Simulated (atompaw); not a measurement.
# Sn: generating and testing a PAW (atompaw) potential

Task: generate the file, and judge it by its logarithmic derivatives, its ghosts and its cutoff.

Method: atompaw 4.2.0.5, PBEsol, scalar-relativistic.

### Step 1. Starting point

Typed settings, in words:

```json
{
 "element": "tin (Sn, Z = 50)",
 "type": "PAW",
 "frozen core": "[Kr]",
 "valence charge": "14",
 "reference configuration": "4d10 5s2 5p2",
 "partial waves": "5s (bound): rc 2.40 bohr; 5s channel at -0.2 Ry: rc 2.40 bohr; 5p (bound): rc 2.40 bohr; 5p channel at 1.5 Ry: rc 2.40 bohr; 4d (bound): rc 1.00 bohr; 4d channel at -1.05 Ry: rc 1.00 bohr",
 "local potential": "troulliermartins scheme with l = 3 at 0 Ry, radius 1.70 bohr",
 "core correction": "smooth core density matched at 2.30 bohr",
 "augmentation charge": "besselshape compensation charge, radius 1.80 bohr; PAW radius 2.40 bohr; waves and projectors: custom rrkj gramschmidtortho"
}
```

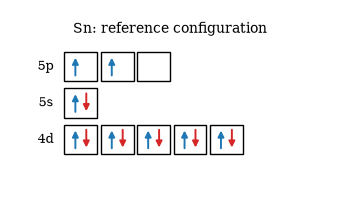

The outer shells as boxes. The arrows follow Hund's rule for the drawing; the calculation itself is spin-unpolarised.

An earlier all-electron run gives the scale for the radii.

All-electron outer shells of the reference configuration (PBEsol, scalar-relativistic, ld1.x):

| shell | level (eV) | outermost node (bohr) | outermost maximum (bohr) |
| --- | --- | --- | --- |
| 4s | -133.74 | 0.40 | 0.74 |
| 4p | -89.56 | 0.41 | 0.79 |
| 4d | -25.79 | 0.39 | 0.88 |
| 5s | -10.59 | 0.98 | 2.01 |
| 5p | -3.71 | 1.09 | 2.55 |

### Step 2. Generation

File Sn.input:

```
Sn 50
GGA-PBESOL scalarrelativistic loggrid 1500 logderivrange -4 5 226
5 5 4 0 0 0
5 1 2
0 0 0
c
c
c
c
v
c
c
c
v
c
v
2
2.40 1.80 1.70 2.30
y
-0.2
n
y
1.5
n
y
-1.05
n
custom rrkj gramschmidtortho besselshape
3 0 troulliermartins
2.40
2.40
2.40
2.40
1.00
1.00
PWSCFOUT
UPFDX 0.0125d0 UPFXMIN -7.d0 UPFZMESH 50.d0
END
```

Started as:

```bash
$ atompaw < Sn.input > Sn.log
```

Q: Predict the outcome of this session. Wanted: cutoffs for 10 and 1 mRy, occupied levels; bound ghosts; largest phase difference near zero energy, channels read; lowest eigenvalue of the overlap; share of valence orbitals outside the PAW sphere; UPF file.

**Answer**, as computed:

| quantity | value |
| --- | --- |
| cutoffs for 10 and 1 mRy, occupied levels | 110 Ry and 200 Ry |
| bound ghosts | s at -6730.62 eV, p at -76.88 eV |
| largest phase difference near zero energy, channels read | 0.000 rad |
| lowest eigenvalue of the overlap (Bessel basis) | 0.005 (s) |
| share of valence orbitals outside the PAW sphere | 5s 44 %, 5p 72 %, 4d 2 % |
| UPF file | not written |

**Reading.** A bound ghost (s, p) makes it unfit for use: electrons can fall into a state that the atom doesn't have. The overlap operator is nearly singular (0.005). The potential is hard: the looser tolerance needs 110 Ry. The slowest occupied level is 4d: taken alone it needs 110 Ry to come within 1 mRy, against 6 Ry or less for 5s. Near zero energy the phases of the channels with partial waves agree within 0.001 rad. The pseudo core plus compensation charge is negative at some radii, so no UPF file was written. These are tests on the free atom; a crystal test is still owed.
